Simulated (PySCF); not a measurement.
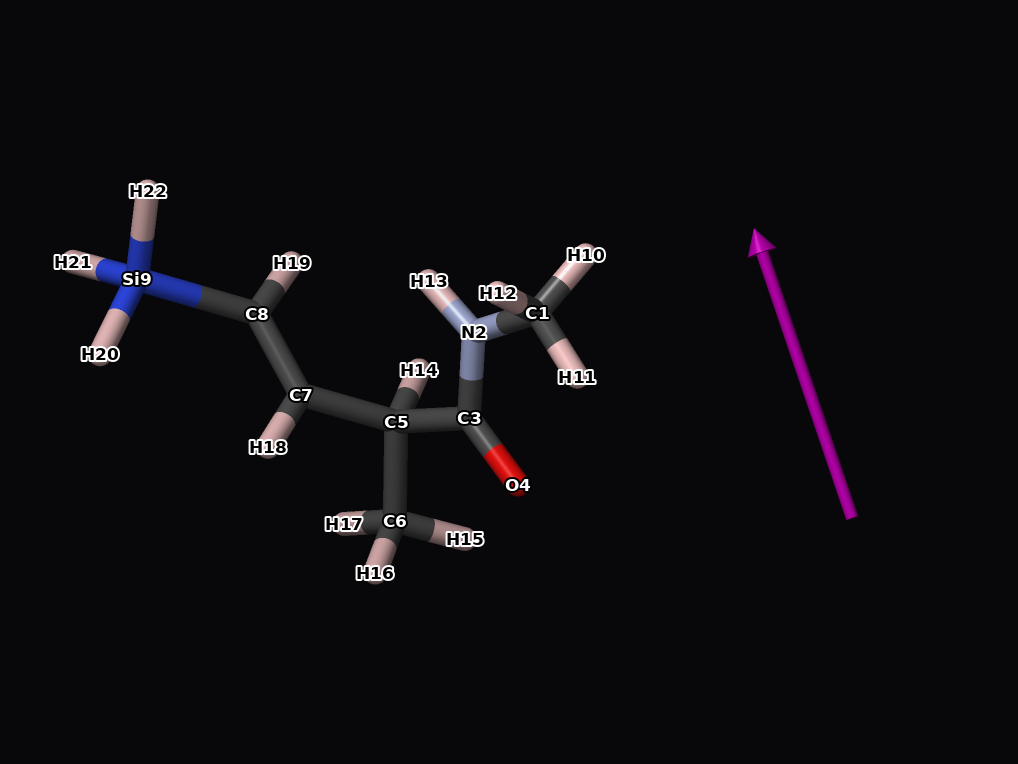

The arrow beside the molecule shows the direction of the dipole moment, from the negative to the positive end (its length means nothing). The geometry was computed by an optimisation with GFN2-xTB. No frequency run is at hand to confirm it as a minimum. Properties computed with PBE0/pcSseg-1, gas phase (PySCF 2.14.0).

How large is the dipole moment?

2.93 D; it points from the side of H15, H16 to the side of H22 (the outermost atoms at the two ends).

The geometry is semi-empirical. Around Si such bond lengths and angles can be off by a tenth of an ångström or more and by several degrees, and values that hang on the shape move with them.
